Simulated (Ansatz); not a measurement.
**CBrGe (charge −1): density, localisation and related maps**

```xyz
3

C     0.5484    0.9320    0.2466
Br    0.5155   -1.0766    1.3501
Ge    0.4674   -0.2008   -1.2091
```

Geometry: B3LYP-D3(BJ)/def2-SVPD.

Method: isolated molecule in a Gaussian basis; Kohn-Sham density functional theory, functional PBE0 (Ansatz 0.2.0).

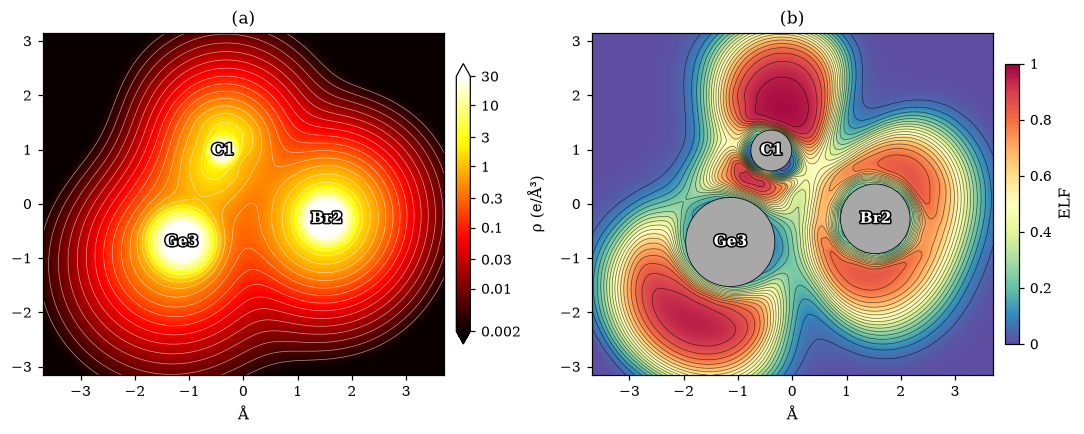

Figure 1. (a) electron density; (b) ELF on the molecular plane. Grey discs cover the atomic cores in the ELF map.

**What does the map show?**

- The plane passes through C, Br and Ge nuclei.
- C–Ge (1.85 Å): ρ at the midpoint is about 1 e/Å³; the ELF peaks at about 0.90 in the valence shell of C, 0.6 Å from its nucleus, and is about 0.55 at the midpoint.
- Ge–Br (2.71 Å): ρ is about 0.32 e/Å³ halfway; the ELF peaks at about 0.70 in the valence shell of Br, 1.0 Å from its nucleus, and is about 0.40 at the midpoint.
- The ELF also peaks beside Br2 and C1, away from the bonds: lone-pair regions.

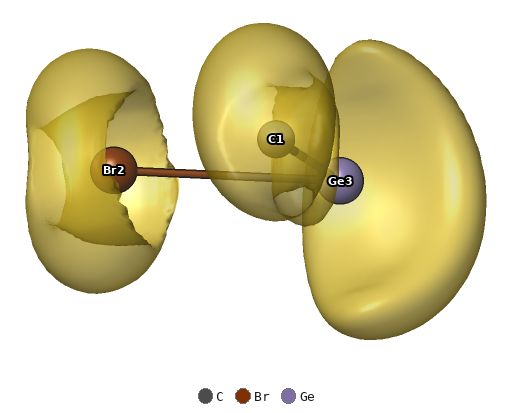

Figure 2. Isosurface of the ELF at 0.8 (yellow), seen from one side. Only the valence region is drawn (cores and ρ < 0.01 e/Å³ removed).

**Identify the bonds, lone pairs and shells in this picture.**

The ELF exceeds this value in one lobe on C, pointing away from the bonds (lone pairs), one lobe on Ge, pointing away from the bonds (lone pairs) and one region wrapped around Br (its valence shell).

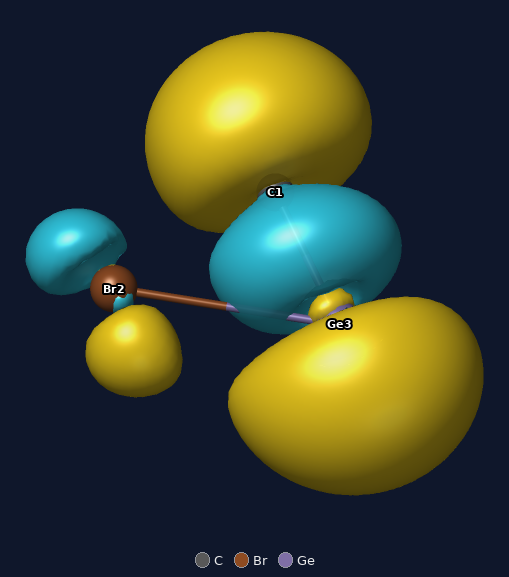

Figure 3. The HOMO−1 at ±0.08 Å⁻³ᐟ² (yellow and cyan are the two phases), seen at a tilt.

**Where does this orbital lie, and at what energy?**

By Hirshfeld shares it lies mainly on C1 (about 60 %), Ge3 (about 35 %) and Br2 (about 5 %); it is symmetric in the molecular plane (an in-plane orbital: σ, lone-pair or in-plane π type). Its energy is −0.86 eV.
